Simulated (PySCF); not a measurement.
Consider C4H3B (SMILES C#CBC#C).

```yaml
atoms:
  - { symbol: C, position_ang: [2.0629, -1.0036, 1.0442] }
  - { symbol: C, position_ang: [1.2569, -0.1986, 0.6483] }
  - { symbol: B, position_ang: [0.2484, 0.8028, 0.1553] }
  - { symbol: C, position_ang: [-1.1936, 0.3875, 0.0531] }
  - { symbol: C, position_ang: [-2.3513, 0.0609, -0.0300] }
  - { symbol: H, position_ang: [2.7688, -1.7042, 1.3878] }
  - { symbol: H, position_ang: [0.5787, 1.8871, -0.1441] }
  - { symbol: H, position_ang: [-3.3617, -0.2224, -0.1044] }
```

Geometry: GFN2-xTB.

Computed with PBE0/pcSseg-1, SCF density, gas phase, non-relativistic in PySCF.

Q: What will maps of the electron density and electron localisation function show?

A: C–C (1.21 Å): the density is about 2.8 e/Å³ at the midpoint; the ELF peaks at about 0.85 between the atoms: a multiple bond.
C–B (1.50 Å): the density is about 1.5 e/Å³ at the midpoint; the ELF peaks at about 0.95 between the atoms; localised, covalent bonding.
C–H (1.05 Å): ρ is about 2.2 e/Å³ halfway; the ELF climbs to about 1 towards the hydrogen, as it does in any bond to H; a covalent bond by its length.
B–H (1.17 Å): the density is about 1.3 e/Å³ at the midpoint; the ELF climbs to about 1 towards the hydrogen: an ordinary covalent bond to hydrogen.

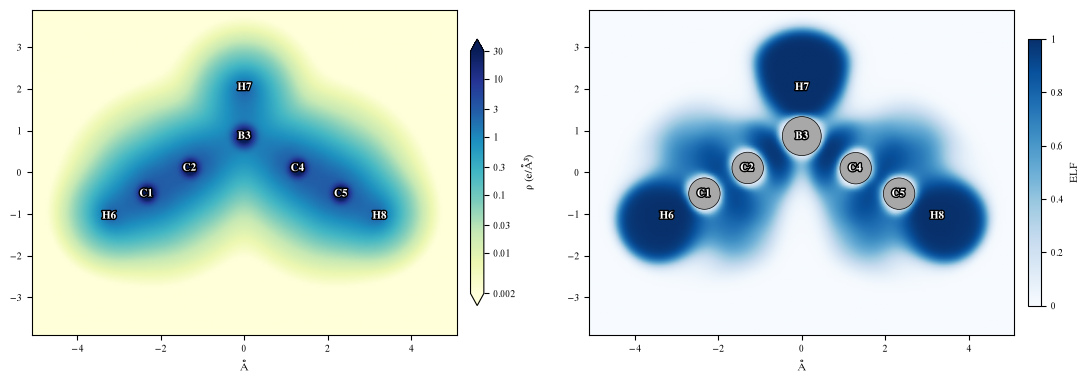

Computed electron density and electron localisation function on the molecular plane, in this order. Grey discs cover the atomic cores in the ELF map. 
